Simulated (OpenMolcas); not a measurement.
# Single-point calculation of CuHO

The run: single-point calculation of CuHO. Method and program: CASSCF/ANO-RCC-VDZP, DKH2 (OpenMolcas 26.06).

The geometry comes from this level: GFN2-xTB.

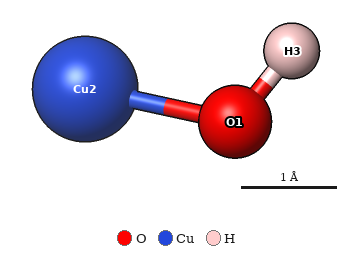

The structure (ball-and-stick view, seen at a tilt; atoms are numbered from 1 in the order of the input). Sticks mark near contacts. Bond lengths as drawn: Cu–O 1.74 Å and H–O 0.95 Å.

### The input
```
* CuHO CASSCF

&GATEWAY
  Coord
  mol.xyz
  Basis
  ANO-RCC-VDZP
  Group
  NoSym

&SEWARD

&RASSCF
  FileOrb
  $CurrDir/step2.RasOrb
  Spin
  1
  Nactel
  4 0 0
  Inactive
  17
  Ras2
  5
  OrbListing
  Nothing

&LOPROP
  NoField
```

### File mol.xyz
```
3

O     -0.308050    -0.387300    -0.218170
Cu     1.156420     0.013310     0.636910
H     -0.848370     0.373990    -0.418740
```

Run on 1 thread of Arm Neoverse V2, 24 GiB of memory available, shared host.

Run as:
```bash
export MOLCAS_MEM=1860
pymolcas step17.inp > step17.log
```

### Output
```
--- Start Module: gateway ---

                                              &GATEWAY

                       available to each process: 1.9 GB of memory, 1 thread

++    Symmetry information:
      ---------------------

                    Character Table for C1

                             E
                    a        1  x, y, xy, Rz, z, xz, Ry, yz, Rx, I
--

++    Basis set information:
      ----------------------

      Basis set label: O.ANO-RCC...3S2P1D.

      Electronic valence basis set:
      ------------------
      Associated Effective Charge   8.000000 au
      Associated Actual Charge      8.000000 au
      Nuclear Model: Point charge

      Shell  nPrim  nBasis  Cartesian Spherical Contaminant
         s      14       3        X
         p       9       2        X
         d       4       1                 X

      Basis set label: CU.ANO-RCC...5S4P2D1F.

      Electronic valence basis set:
      ------------------
      Associated Effective Charge  29.000000 au
      Associated Actual Charge     29.000000 au
      Nuclear Model: Point charge

      Shell  nPrim  nBasis  Cartesian Spherical Contaminant
         s      21       5        X
         p      15       4        X
         d      10       2                 X
         f       6       1                 X

      Basis set label: H.ANO-RCC...2S1P.

      Electronic valence basis set:
      ------------------
      Associated Effective Charge   1.000000 au
      Associated Actual Charge      1.000000 au
      Nuclear Model: Point charge

      Shell  nPrim  nBasis  Cartesian Spherical Contaminant
         s       8       2        X
         p       4       1        X
--

++    Molecular structure info:
      -------------------------

                    ************************************************
                    **** Cartesian Coordinates / bohr, angstrom ****
                    ************************************************

     Center  Label                x              y              z                     x              y              z
        1      O1              -0.582130      -0.731891      -0.412282             -0.308050      -0.387300      -0.218170
        2      CU2              2.185317       0.025152       1.203585              1.156420       0.013310       0.636910
        3      H3              -1.603187       0.706739      -0.791304             -0.848370       0.373990      -0.418740

                    ***************************************
                    *    InterNuclear Distances / bohr    *
                    ***************************************

               1 O1            2 CU2           3 H3
    1 O1       0.000000
    2 CU2      3.292857        0.000000
    3 H3       1.804403        4.335540        0.000000

                    *******************************************
                    *    InterNuclear Distances / angstrom    *
                    *******************************************

               1 O1            2 CU2           3 H3
    1 O1       0.000000
    2 CU2      1.742505        0.000000
    3 H3       0.954849        2.294269        0.000000
--

            Nuclear Potential Energy             81.57804369 au

--- Stop Module: gateway /rc=_RC_ALL_IS_WELL_ ---

--- Start Module: seward ---

                                              &SEWARD

                       available to each process: 1.9 GB of memory, 1 thread

               SEWARD will generate:
                  Multipole Moment integrals up to order  2
                  Kinetic Energy integrals
                  Nuclear Attraction integrals (point charge)
                  One-Electron Hamiltonian integrals
                  Velocity integrals
                  Relativistic Douglas-Kroll-Hess integrals:
                    - Parametrization         : EXP
                    - DKH order of Hamiltonian: 2
                    - DKH order of Properties : 0
                         - multipole moment operators
                         - electric potential operators
                         - contact operators
                  Orbital angular momentum around (  1.5838  -0.1177   0.8551 )
                  Velocity quadrupole around (  1.5838  -0.1177   0.8551 )
                  Atomic mean-field integrals
                  Two-Electron Repulsion integrals

                   Integrals are discarded if absolute value <: 1.00E-14
                   Integral cutoff threshold is set to       <: 1.00E-16

            Nuclear Potential Energy             81.57804369 au

      Basis set specifications :
      Symmetry species         a
      Basis functions           53

--- Stop Module: seward /rc=_RC_ALL_IS_WELL_ ---
--- Module seward spent 3 seconds ---

--- Start Module: rasscf ---

                                              &RASSCF

                       available to each process: 1.9 GB of memory, 1 thread

      Header of the ONEINT file:
      --------------------------

      OrdInt status: non-squared

      Cartesian coordinates in angstrom:
      -----------------------------------------------------
      No.  Label        X            Y            Z
      -----------------------------------------------------
       1   O1        -0.30805000  -0.38730000  -0.21817000
       2   CU2        1.15642000   0.01331000   0.63691000
       3   H3        -0.84837000   0.37399000  -0.41874000
      -----------------------------------------------------
      Nuclear repulsion energy =   81.57804369

++    Wave function specifications:
      -----------------------------

      Number of closed shell electrons          34
      Number of electrons in active shells       4
      Max number of holes in RAS1 space          0
      Max nr of electrons in RAS3 space          0
      Number of inactive orbitals               17
      Number of active orbitals                  5
      Number of secondary orbitals              31
      Spin quantum number                      0.0
      State symmetry                             1
--

++    Orbital specifications:
      -----------------------

      Symmetry species                           1
                                                 a
      Frozen orbitals                            0
      Inactive orbitals                         17
      Active orbitals                            5
      RAS1 orbitals                              0
      RAS2 orbitals                              5
      RAS3 orbitals                              0
      Secondary orbitals                        31
      Deleted orbitals                           0
      Number of basis functions                 53
--

++    CI expansion specifications:
      ----------------------------

      Number of CSFs                            50
      Number of spin combinations               55
      Number of determinants                   100
      Number of root(s) required                 1
      Root chosen for geometry opt.              1
      CI root used                               1

      highest root included in the CI            1
      max. size of the explicit Hamiltonian     50
--

++    Optimization specifications:
      ----------------------------

      RASSCF algorithm: Conventional
      Maximum number of macro iterations       200
      Maximum number of SX iterations          100
      Threshold for RASSCF energy            1.000E-08
      Threshold for max MO rotation          1.000E-01
      Threshold for max BLB element          1.000E-04
      Level shift parameter                  5.000E-01
      Make Quasi-Newton update
--

      The MO-coefficients are taken from the file:
      step2.RasOrb
      Title: RASSCF average (pseudo-natural) orbitals

      Total molecular charge    0.00

      ************************************************************************************************************************
      *                                            Wave function control section                                             *
      ************************************************************************************************************************

                                         RASSCF iterations: Energy and convergence statistics
                                         ----------------------------------------------------

          iter iter root      energy       change     param      element    value   shift minimum  type update hh:mm:ss
 Nr of preliminary CI iterations:   1
      Total energies have been shifted. Add                -1000.00 au
        1   1    5    1  -728.69255827    0.00E+00  -1.64E-05   18  30 1  5.27E-06   0.01   0.00    SX    NO    0:00:00
        2   1    4    1  -728.69255827   -4.01E-10  -1.55E-05   18  30 1  2.67E-06   0.01   0.00    SX    NO    0:00:00
        3   1    4    1  -728.69255827   -2.29E-10  -1.39E-05   17  26 1  1.59E-06   0.01   0.00    SX    NO    0:00:00
        4   1    4    1  -728.69255827   -1.56E-10  -1.25E-05   10  43 1  1.12E-06   0.01   0.00    SX    NO    0:00:00
      Convergence after  4 iterations
        5   1    4    1  -728.69255827   -1.12E-10  -1.25E-05   15  35 1  2.01E-06   0.01   0.00    SX    NO    0:00:00

      ************************************************************************************************************************
                                                      Wave function printout:
                       occupation of active orbitals, and spin coupling of open shells (u,d: Spin up or down)
      ************************************************************************************************************************

      Note: transformation to natural orbitals
      has been made, which may change the order of the CSFs.

      printout of CI-coefficients larger than  0.05 for root  1
      energy=   -1728.692558
      conf/sym  11111     Coeff  Weight
             1  22000  -0.98486 0.96996
             8  20200   0.09543 0.00911
            17  udu0d  -0.07887 0.00622
            25  02002   0.08098 0.00656
            27  uud0d  -0.07809 0.00610

      Natural orbitals and occupation numbers for root  1
      sym 1:   1.970973   1.968247   0.031850   0.002462   0.026467

      ************************************************************************************************************************
      *                                                    Final results                                                     *
      ************************************************************************************************************************

++    Final optimization conditions:
      ------------------------------

      Average CI energy                           -1728.69255827
      RASSCF energy for state  1                  -1728.69255827
      Super-CI energy                                -0.00000000
      RASSCF energy change                           -0.00000000
      Max change in MO coefficients              -1.222E-05
      Max non-diagonal density matrix element    -1.246E-05
      Maximum BLB matrix element                  2.013E-06
      (orbital pair  15,  35 in symmetry   1)
      Norm of electronic gradient            6.682E-06
--

      Final state energy(ies):
      ------------------------

::    RASSCF root number  1 Total energy:  -1728.69255827
      Von Neumann Entropy (Root   1) =  0.23309

      Mulliken population analysis for root number:  1
      -----------------------------------------------

++    Molecular charges:
      ------------------

      Mulliken charges per centre
      ---------------------------

                O1      CU2     H3
      Total    8.7163 28.3888  0.8949

      N-E     -0.7163  0.6112  0.1051

      Total electronic charge=   38.000000

      Total            charge=   -0.000000
--

      Expectation values of various properties for root number:  1
      -----------------------------------------------------------

++    Molecular properties:
      ---------------------

      Charge (e):
                      =   -0.0000
      Dipole Moment (debye):
      Origin of the operator (angstrom)=    0.8381   -0.0623    0.4525
                   X=  3.7371E+00               Y=  2.1284E+00               Z=  2.3219E+00           Total=  4.8875E+00
      Quadrupole Moment (debye*angstrom):
      Origin of the operator (angstrom)=    0.8381   -0.0623    0.4525
                  XX= -1.7826E+01              XY= -2.9470E+00              XZ=  3.4274E-01              YY= -1.8134E+01
                  YZ= -1.4931E+00              ZZ= -1.9129E+01
      In traceless form (debye*angstrom)
                  XX=  8.0539E-01              XY= -4.4204E+00              XZ=  5.1411E-01              YY=  3.4320E-01
                  YZ= -2.2397E+00              ZZ= -1.1486E+00
--

      LoProp population analysis for root number:  1
      -----------------------------------------------

++    LoProp analysis:
      ----------------

++    Static properties:
      ------------------

      LoProp Charges per center

                   O1       CU2      H3
      Nuclear      8.0000  29.0000   1.0000
      Electronic  -8.9975 -28.3139  -0.6885

      Total       -0.9975   0.6861   0.3115
--

      Natural Bond Order analysis for root number:  1

++    Natural Bond Order analysis
      ---------------------------
      Based on LoProp computed density
      -------------------------------------------------------------------------------------
      Atom A       Atom B       Bond Order
      -------------------------------------------------------------------------------------
      NBO located      0.999 non-bonded electrons on atom O1
      NBO located      0.903 non-bonded electrons on atom O1
      NBO located      0.993 non-bonded electrons on atom CU2
      NBO located      1.006 non-bonded electrons on atom CU2
      NBO located      0.997 non-bonded electrons on atom CU2
      NBO located      1.002 non-bonded electrons on atom CU2
      NBO located      0.999 non-bonded electrons on atom CU2
      NBO located      1.000 non-bonded electrons on atom CU2
      NBO located      1.000 non-bonded electrons on atom CU2
      NBO located      1.000 non-bonded electrons on atom CU2
      NBO located      1.000 non-bonded electrons on atom CU2
      NBO located      1.000 non-bonded electrons on atom CU2
      NBO located      1.000 non-bonded electrons on atom CU2
      NBO located      1.000 non-bonded electrons on atom CU2
      The remaining    5.650 electrons are to be considered as diffuse
--

--

      Average orbitals are written to the RASORB file
      Natural orbitals for root   1 are written to the RASORB.1 file
      Spin density orbitals for root   1 are written to the SPDORB.1 file

--- Stop Module: rasscf /rc=_RC_ALL_IS_WELL_ ---
--- Module rasscf spent 1 second ---

--- Start Module: loprop ---

                                              &LOPROP

                       available to each process: 1.9 GB of memory, 1 thread

  No dynamic properties will be computed.

  Expansion centers of the domains are for the
   atomic domains: the atom center
   bond domains  : the center of the bond

 Multipole moments will be processed up to order  2

 **********************************************************************************
 *                            The Localized properties                            *
 **********************************************************************************

 ====================
 ATOMIC DOMAIN: O1
 ====================
 Domain center:  : -0.58213013 -0.73189093 -0.41228155 / bohr
 Expansion center: -0.58213013 -0.73189093 -0.41228155 / bohr
 Total charge    : -0.99751342

 Electronic multipole moments:
Electronic Charge
 -8.99751342

Electronic Dipole
 -0.12650786  0.43679313 -0.01427955
... with nuclear contribution
 -0.12650786  0.43679313 -0.01427955

Electronic Quadrupole
 -5.26011701 -0.52641914  0.19334540 -4.96587189 -0.19217591 -5.65132819
... with nuclear contribution
 -5.26011701 -0.52641914  0.19334540 -4.96587189 -0.19217591 -5.65132819

Dipole magnitude:  0.45496855

 =========================
 BOND DOMAIN: CU2   ,O1
 =========================
 Domain center:  :  0.80159348 -0.35336934  0.39565196 / bohr
 Expansion center:  0.80159348 -0.35336934  0.39565196 / bohr
 Total charge    : -0.00000000

 Electronic multipole moments:
Electronic Charge
 -0.00000000

Electronic Dipole
 -0.09226108 -0.13531171 -0.06778046

Electronic Quadrupole
  1.31789155  0.46239191  0.71885595  0.31800386  0.27957302  0.54583885

Dipole magnitude:  0.17724434

 ====================
 ATOMIC DOMAIN: CU2
 ====================
 Domain center:  :  2.18531709  0.02515225  1.20358547 / bohr
 Expansion center:  2.18531709  0.02515225  1.20358547 / bohr
 Total charge    :  0.68606194

 Electronic multipole moments:
Electronic Charge
-28.31393806

Electronic Dipole
 -0.08434747 -0.11608694 -0.06100591
... with nuclear contribution
 -0.08434747 -0.11608694 -0.06100591

Electronic Quadrupole
 -7.25525072  0.13555769  0.48620552 -7.97111486  0.09191412 -7.83047698
... with nuclear contribution
 -7.25525072  0.13555769  0.48620552 -7.97111486  0.09191412 -7.83047698

Dipole magnitude:  0.15592432

 =========================
 BOND DOMAIN: H3    ,O1
 =========================
 Domain center:  : -1.09265854 -0.01257613 -0.60179273 / bohr
 Expansion center: -1.09265854 -0.01257613 -0.60179273 / bohr
 Total charge    : -0.00000000

 Electronic multipole moments:
Electronic Charge
 -0.00000000

Electronic Dipole
  0.12385015 -0.24480212  0.03709416

Electronic Quadrupole
  0.07645620 -0.32610946  0.04223381  0.43499860 -0.11460697 -0.06677031

Dipole magnitude:  0.27684457

 =========================
 BOND DOMAIN: H3    ,CU2
 =========================
 Domain center:  :  0.29106507  0.36594546  0.20614077 / bohr
 Expansion center:  0.29106507  0.36594546  0.20614077 / bohr
 Total charge    :  0.00000000

 Electronic multipole moments:
Electronic Charge
  0.00000000

Electronic Dipole
  0.03345021  0.00262452  0.01870522

Electronic Quadrupole
  0.06945094  0.01936493  0.01755752  0.00810544  0.00636163  0.05238895

Dipole magnitude:  0.03841471

 ====================
 ATOMIC DOMAIN: H3
 ====================
 Domain center:  : -1.60318695  0.70673867 -0.79130392 / bohr
 Expansion center: -1.60318695  0.70673867 -0.79130392 / bohr
 Total charge    :  0.31145148

 Electronic multipole moments:
Electronic Charge
 -0.68854852

Electronic Dipole
  0.03547425 -0.07327618  0.01022493
... with nuclear contribution
  0.03547425 -0.07327618  0.01022493

Electronic Quadrupole
 -0.54910043  0.00937027 -0.04719224 -0.48022173  0.00272229 -0.48661152
... with nuclear contribution
 -0.54910043  0.00937027 -0.04719224 -0.48022173  0.00272229 -0.48661152

Dipole magnitude:  0.08205102

 **********************************************************************************
 *                        The Molecular Multipole Moments                         *
 **********************************************************************************
 Expansion center:  1.50299914 -0.11628877  0.81090585 / bohr

l=0

xyz    Nuclear        Electronic     Molecular

000     38.00000000    -38.00000000     -0.00000000

l=1

xyz    Nuclear        Electronic     Molecular

100     -0.00000000      1.47028875      1.47028875
010     -0.00000000      0.83738253      0.83738253
001     -0.00000000      0.91349617      0.91349617

l=2

xyz    Nuclear        Electronic     Molecular

200     57.93168036    -70.94740695    -13.01572660
110     10.51112899    -12.63662429     -2.12549530
101     33.15083066    -32.75726800      0.39356266
020      4.28926366    -17.77401812    -13.48475446
011      6.31600103     -7.39044596     -1.07444493
002     19.00829661    -33.14929572    -14.14099912

 **********************************************************************************
 *       Errors introduced by zeroing multipole moments greater than l =  1       *
 **********************************************************************************

l=2

  m     Original       New            Error            Percent

 -2     -2.12549530     -1.89965150     -0.22584380     10.63
 -1     -1.07444493     -1.14823312      0.07378819      6.87
  0     -0.51427971      0.24122595     -0.75550566    146.91
  1      0.39356266     -1.01744330      1.41100596    358.52
  2      0.23451393     -0.29320163      0.52771556    225.03

Root mean square =       0.76113868

 **********************************************************************************
 *       Errors introduced by zeroing multipole moments greater than l =  0       *
 **********************************************************************************

l=1

  m     Original       New            Error            Percent

 -1      0.83738253      0.96744183     -0.13005930     15.53
  0      0.91349617      0.99053778     -0.07704162      8.43
  1      1.47028875      1.58063056     -0.11034181      7.50

Root mean square =       0.10805268

l=2

  m     Original       New            Error            Percent

 -2     -2.12549530     -2.01042634     -0.11506897      5.41
 -1     -1.07444493     -1.12371926      0.04927433      4.59
  0     -0.51427971     -0.00243697     -0.51184274     99.53
  1      0.39356266     -0.81032385      1.20388650    305.89
  2      0.23451393     -0.42960808      0.66412201    283.19

Root mean square =       0.65849109
--- Stop Module: loprop /rc=_RC_ALL_IS_WELL_ ---

.##################.
.# Happy landing! #.
.##################.

    Timing: Wall=5.60 User=3.89 System=0.58
```

### Results in brief

| quantity | value |
| --- | --- |
| outcome | converged |
| total energy | −1728.692558 hartree |
| CASSCF energy | −1728.692558 hartree |
| basis functions | 53 |
| wall time | 6 s |
| peak memory | 0.41 GiB |
